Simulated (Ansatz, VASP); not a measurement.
**Cross-check of SiW between VASP and Ansatz**

Wanted: the spread between two codes on one cell, functional and k mesh. The cell is invented: As first built, before any earlier steps moved the atoms (in the runner's words): it takes the WC structure with some of its atoms replaced by other elements, volume scaled by an estimate. It may not be a known or stable phase. The cell is taken from a series of VASP runs on this material, whose earlier steps may have relaxed, scaled or displaced it; both programs get it as it stands. Valence electrons are named where the data sets of a main pair hold unlike numbers.

Program: Ansatz 0.2.0. Level of theory: plane waves, with VASP 6.6.1 beside it; band structure at HSE06. Results are calculated unless marked as measured.

## Step 1: The structure

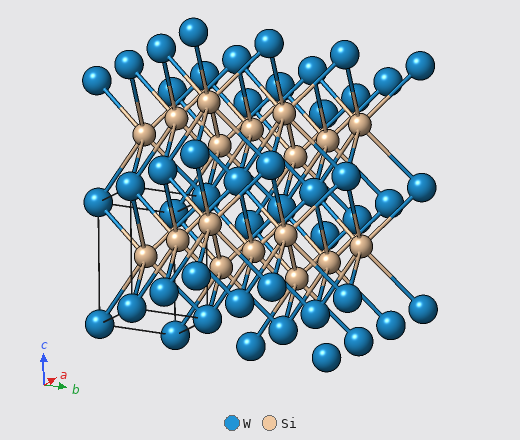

The cell as given, slightly off an axis (tungsten blue, silicon light orange). 3×3×2 cells are drawn. Bonds to atoms that aren't drawn are left out. Some periodic images of atoms are drawn too.

## Step 2: VASP: band structure, HSE06

A single point gives forces, pressure and levels at one fixed geometry, so differences don't come from the geometry; what else differs is listed under the comparison.

Lines of VASP's logs that name or quote its potential files are left out, and so is its time.

The run reads the wave functions of an earlier VASP run, which isn't shown here.

Contents of INCAR:

```
SYSTEM = SiW
PREC = Accurate
ENCUT = 400
EDIFF = 1E-06
NELM = 100
ISMEAR = 0
SIGMA = 0.02
LREAL = .FALSE.
ALGO = Normal
LHFCALC = .TRUE.
AEXX = 0.25
GGA = PE
HFSCREEN = 0.2
LASPH = .TRUE.
PRECFOCK = Fast
LORBIT = 11
LWAVE = .FALSE.
LCHARG = .FALSE.
KPAR = 4
```

Contents of POSCAR:

```
SiW
1.0
    3.1462339355     -0.0000000082      0.0000000000
   -1.5731174854      2.7247182678      0.0000000000
    0.0000000000      0.0000000000      3.4999919662
W Si
1 1
Direct
    0.0000000000      0.0000000000      0.0000000000
    0.6666666700      0.3333333300      0.5000000000
```

Contents of KPOINTS:

```
Automatic mesh
0
Gamma
5 5 4
0 0 0
```

Contents of KPOINTS_OPT:

```
Line mode
10
Line-mode
Reciprocal
  0.00000000   0.00000000   0.00000000 GAMMA
  0.50000000   0.00000000   0.00000000 M

  0.50000000   0.00000000   0.00000000 M
  0.33333333   0.33333333   0.00000000 K

  0.33333333   0.33333333   0.00000000 K
  0.00000000   0.00000000   0.00000000 GAMMA

  0.00000000   0.00000000   0.00000000 GAMMA
  0.00000000   0.00000000   0.50000000 A

  0.00000000   0.00000000   0.50000000 A
  0.50000000   0.00000000   0.50000000 L

  0.50000000   0.00000000   0.50000000 L
  0.33333333   0.33333333   0.50000000 H

  0.33333333   0.33333333   0.50000000 H
  0.00000000   0.00000000   0.50000000 A

  0.50000000   0.00000000   0.50000000 L
  0.50000000   0.00000000   0.00000000 M

  0.33333333   0.33333333   0.00000000 K
  0.33333333   0.33333333   0.50000000 H
```

The projector-augmented-wave data sets are W and Si (PBE family, release 64).

Run with:

```console
$ mpirun -np 4 vasp_std
```

Numbers of over 12 decimals in the logs are rounded to 6 here.

What it wrote:

```text
[banner, memory and clock lines left out]
running    4 mpi-ranks, on    1 nodes
 distrk:  each k-point on    1 cores,    4 groups
 distr:  one band on    1 cores,    1 groups

 POSCAR found type information on POSCAR W Si
 POSCAR found :  2 types and       2 ions
 LDA part: xc-table for (Slater+PW92), standard interpolation
 found WAVECAR, reading the header
 POSCAR, INCAR and KPOINTS ok, starting setup
 FFT: planning ... GRIDC
 FFT: planning ... GRID_SOFT
 FFT: planning ... GRID
 reading WAVECAR
 the WAVECAR file was read successfully
 initial charge from wavefunction
 entering main loop
       N       E                     dE             d eps       ncg     rms          rms(c)
DAV:   1    -0.215688175343E+02   -0.21569E+02   -0.86583E-01   270   0.142E+01    0.829E+00
DAV:   2    -0.215716745475E+02   -0.28570E-02   -0.13013E-02   315   0.879E-01    0.499E+00
DAV:   3    -0.215707980919E+02    0.87646E-03   -0.25781E-03   312   0.356E-01    0.288E+00
DAV:   4    -0.215706002606E+02    0.19783E-03   -0.44058E-04   326   0.144E-01    0.168E+00
DAV:   5    -0.215704859604E+02    0.11430E-03   -0.11020E-04   317   0.665E-02    0.997E-01
DAV:   6    -0.215704516727E+02    0.34288E-04   -0.38718E-05   319   0.392E-02    0.592E-01
DAV:   7    -0.215704442866E+02    0.73861E-05   -0.11171E-05   344   0.215E-02    0.350E-01
DAV:   8    -0.215704435444E+02    0.74217E-06   -0.31470E-06   256   0.117E-02
   1 F= -.21570444E+02 E0= -.21570261E+02  d E =-.365660E-03
 Start KPOINTS_OPT (optional k-point list driver)
k-point batch [1-15\90]
       N       E                     dE             ncg
DAV:   1     0.116673144152E+04   -0.20629E+04      270
DAV:   2     0.607245967187E+03   -0.55949E+03      315
DAV:   3     0.549570774472E+03   -0.57675E+02      329
DAV:   4     0.547657519846E+03   -0.19133E+01      406
DAV:   5     0.547603341460E+03   -0.54178E-01      385
DAV:   6     0.547601639675E+03   -0.17018E-02      373
DAV:   7     0.547601606657E+03   -0.33018E-04      359
DAV:   8     0.547601605929E+03   -0.72722E-06      342
[...]
k-point batch [76-90\90]
       N       E                     dE             ncg
DAV:   1     0.106784735529E+04   -0.47335E+04      270
DAV:   2     0.554516829959E+03   -0.51333E+03      322
DAV:   3     0.512539119460E+03   -0.41978E+02      362
DAV:   4     0.511325021509E+03   -0.12141E+01      393
DAV:   5     0.511304464883E+03   -0.20557E-01      366
DAV:   6     0.511304129370E+03   -0.33551E-03      379
DAV:   7     0.511304122585E+03   -0.67845E-05      379
DAV:   8     0.511304122448E+03   -0.13785E-06      334
```

Parts of OUTCAR (step 2):

```text
ion  position               nearest neighbor table
   1  0.000  0.000  0.000-   2 2.52   2 2.52   2 2.52   2 2.52   2 2.52   2 2.52
   2  0.667  0.333  0.500-   1 2.52   1 2.52   1 2.52   1 2.52   1 2.52   1 2.52

  LATTYP: Found a hexagonal cell.
 ALAT       =     3.1462339355
 C/A-ratio  =     1.1124385656

 Subroutine GETGRP returns: Found 12 space group operations
 (whereof 12 operations were pure point group operations)

The static configuration has the point symmetry D_3h.

 Found     15 irreducible k-points:

   k-points           NKPTS =     15   k-points in BZ     NKDIM =    100   number of bands    NBANDS=      9

   dimension x,y,z NGX =    24 NGY =   24 NGZ =   24
   dimension x,y,z NGXF=    48 NGYF=   48 NGZF=   48

   ENCUT  =  400.0 eV  29.40 Ry    5.42 a.u.   5.13  5.13  5.71*2*pi/ulx,y,z

   NELECT =      10.0000    total number of electrons

 k-points in reciprocal lattice and weights: Automatic mesh
   0.00000000  0.00000000  0.00000000       0.010
   0.20000000  0.00000000  0.00000000       0.060
   0.40000000 -0.00000000  0.00000000       0.060
   0.20000000  0.20000000  0.00000000       0.060
   0.40000000  0.20000000  0.00000000       0.060
   0.00000000  0.00000000  0.25000000       0.020
   0.20000000  0.00000000  0.25000000       0.120
   0.40000000 -0.00000000  0.25000000       0.120
   0.20000000  0.20000000  0.25000000       0.120
[...]
0.20000000  0.20000000  0.50000000       0.060
   0.40000000  0.20000000  0.50000000       0.060

  exchange ACFDT corr.  =         0.00000000  see jH, gK, PRB 81, 115126

 average (electrostatic) potential at core
       1 -32.7731       2 -76.8241

 E-fermi :   8.4192

 k-point     1 :       0.0000    0.0000    0.0000
  band No.  band energies     occupation
      1      -5.3358      2.00000
      2       3.8250      2.00000
      3       6.4747      2.00000
      4       6.4747      2.00000
      5       8.3167      2.00000
      6       9.6432      0.00000
      7       9.6433      0.00000
      8      16.1151      0.00000
      9      16.1151      0.00000

 k-point     2 :       0.2000    0.0000    0.0000
  band No.  band energies     occupation
      1      -4.3598      2.00000
      2       4.1596      2.00000
      3       5.3184      2.00000
      4       5.9883      2.00000
      5       7.5179      2.00000
      6       9.2068      0.00000
      7      12.4650      0.00000
      8      12.6488      0.00000
      9      14.4616      0.00000

 k-point     3 :       0.4000   -0.0000    0.0000
  band No.  band energies     occupation
      1      -1.9103      2.00000
      2       2.2129      2.00000
      3       4.4176      2.00000
      4       4.7784      2.00000
      5       8.5923      0.00000
      6       9.8267      0.00000
      7      12.2952      0.00000
      8      12.6862      0.00000
      9      14.4038      0.00000

  energy-cutoff  :      400.00
  volume of cell :       30.00
      direct lattice vectors                 reciprocal lattice vectors
     3.146233936 -0.000000008  0.000000000     0.317840320  0.183505271  0.000000000
    -1.573117485  2.724718268  0.000000000     0.000000001  0.367010422  0.000000000
     0.000000000  0.000000000  3.499991966     0.000000000  0.000000000  0.285714942

 POSITION                                       TOTAL-FORCE (eV/Angst)
 -----------------------------------------------------------------------------------
      0.00000      0.00000      0.00000         0.000000      0.000000      0.000000
      1.57312      0.90824      1.75000        -0.000000     -0.000000      0.000000
 -----------------------------------------------------------------------------------
    total drift:                               -0.000073     -0.000110      0.000000

  FREE ENERGIE OF THE ION-ELECTRON SYSTEM (eV)
  ---------------------------------------------------
  free  energy   TOTEN  =       -21.5704435444 eV

  energy  without entropy=      -21.5700778841  energy(sigma->0) =      -21.57026071

 total charge
# of ion       s       p       d       tot
------------------------------------------
    1        0.649   0.646   4.509   5.804
    2        0.774   0.969   0.000   1.743
--------------------------------------------------
tot          1.423   1.615   4.509   7.546

[... 3 further parts left out ...]
```

The data set W keeps the semicore shell frozen, which is cheaper and a little less accurate.

[end of part 1 of 2]

[Lines on the potential files, build, host, timing and source positions are cut from VASP's logs without a mark.]

[Logs are printed without paths, hosts, clocks, repeated set-up lines and the standing remarks that a program may print on its own settings, such as how far it seeks lower states.]

[Hosts, paths, dates, database ids (printed as entryN), source tags and the programs' standing remarks are cut or masked in the printed files.]
